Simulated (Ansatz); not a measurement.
## Electronic structure of CH4O2Ti···HF in real space

The calculation's input:

```
crystal:
  periodic: [false, false, false]
  atoms:
    - { symbol: Ti, position_ang: [-0.7001, -0.1448, -0.3366] }
    - { symbol: F, position_ang: [1.1106, -1.6866, -0.0736] }
    - { symbol: C, position_ang: [0.8225, 0.7569, 0.5773] }
    - { symbol: H, position_ang: [1.247, -0.5467, 0.3407] }
    - { symbol: O, position_ang: [-0.4844, 0.2658, -1.9557] }
    - { symbol: O, position_ang: [-1.67, -0.6541, 0.9411] }
    - { symbol: H, position_ang: [0.7488, 0.99, 1.6412] }
    - { symbol: H, position_ang: [1.413, 1.4974, 0.0344] }
    - { symbol: H, position_ang: [-0.3325, 0.4892, -2.8744] }
    - { symbol: H, position_ang: [-2.1549, -0.9672, 1.7056] }
basis:
  gaussian: { orbitals: def2-SVP }
hamiltonian:
  xc: pbe
relax:
  f_tol: 0.15
  max_steps: 25
  restrain:
    - { distance: [3, 1], at: 0.88, k: 30.0 }
    - { distance: [0, 1], at: 3.47, k: 30.0 }
    - { distance: [3, 2], at: 2.37, k: 30.0 }
output:
  orbitals: {}
```

Command:

```sh
ansatz run input.yaml --threads 2 --pin off --max-ram 3072MiB --backend cpu --events-out ev --progress --plain --runs-dir out
```

The fields are those of the run's last geometry, not of the input's.

Not at a stationary point (largest force 1.5 eV/Å).

Theory: Ansatz, RKS PBE/def2-SVP.

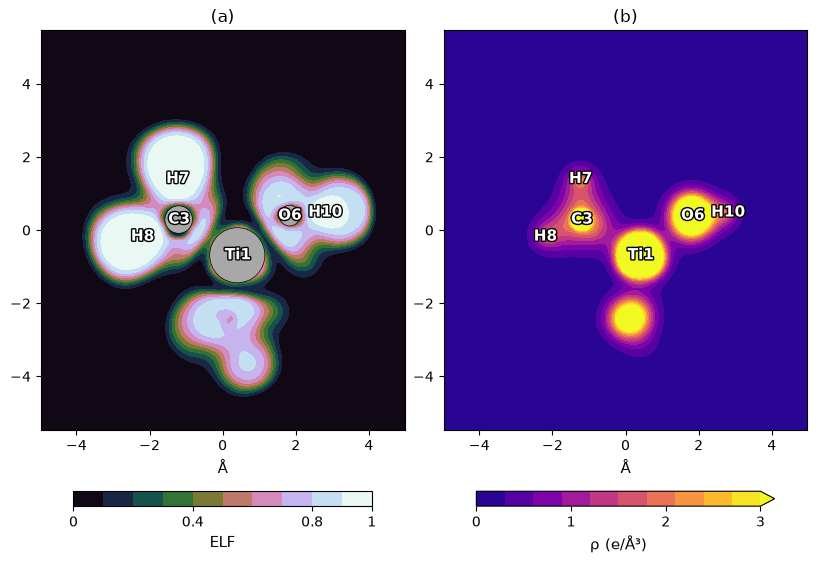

Figure 1. (a) ELF; (b) electron density on the plane of atoms Ti1, C3 and H7. Grey discs cover the atomic cores in the ELF map.

> What does the map show?

The plane passes through Ti, C, O and H nuclei. Ti–O (1.80 Å): ρ at the midpoint is about 0.95 e/Å³; the ELF peaks at about 0.80 in the valence shell of O, 0.5 Å from its nucleus, and drops to about 0.20 between the two atoms. C–Ti (1.88 Å): ρ is about 1.1 e/Å³ halfway; the ELF peaks at about 0.85 in the valence shell of C, 0.6 Å from its nucleus, and is about 0.45 at the midpoint. O–H (0.97 Å): ρ at the midpoint is about 3.6 e/Å³; the ELF climbs to about 1 towards the hydrogen, as it does in any bond to H (a covalent bond by its length). C–H (1.11 Å): the density is about 1.8 e/Å³ at the midpoint; the ELF climbs to about 1 towards the hydrogen; a covalent bond by its length.

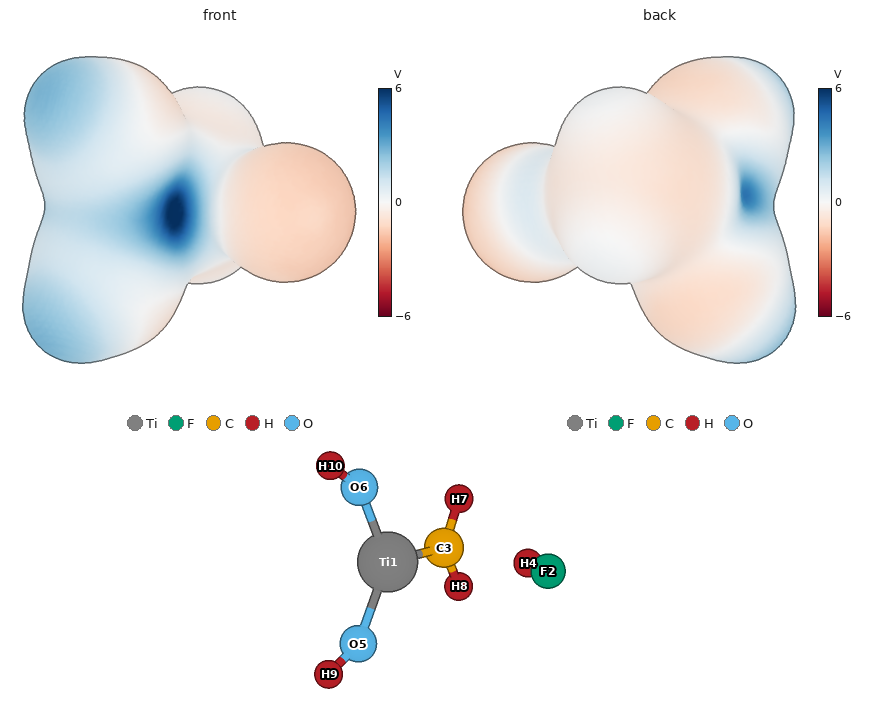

Figure 2. The molecular electrostatic potential painted on the density surface at 0.002 e/bohr³, seen from the front and from behind; red is negative and blue positive. The bare structure is drawn below in the same view.

> Describe the electrostatic potential map.

The most negative region (about −1.5 V, or −35 kcal/mol for a unit charge) lies over F2, the most positive (about +5.6 V, or +129 kcal/mol for a unit charge) over Ti1.

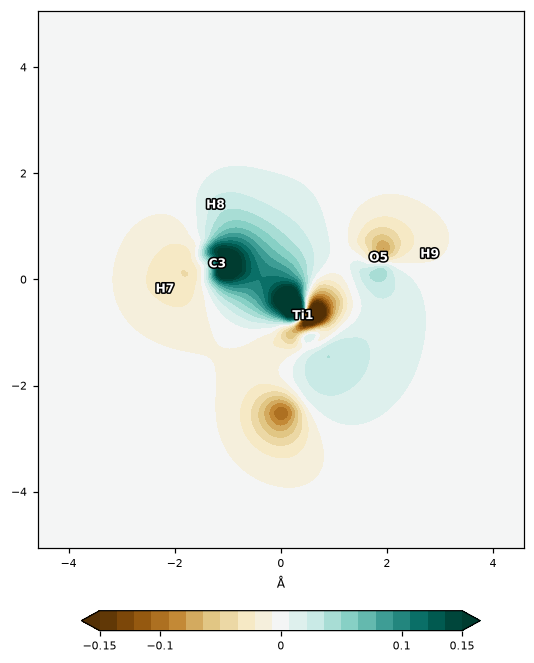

Figure 3. One frontier orbital on the plane of atoms Ti1, C3 and H8 (values in Å⁻³ᐟ²; the overall sign is arbitrary).

> Which orbital is it: HOMO or LUMO?

The HOMO, at −4.77 eV. Its weight (Hirshfeld) is mainly on C3 (about 45 %) and Ti1 (about 40 %).
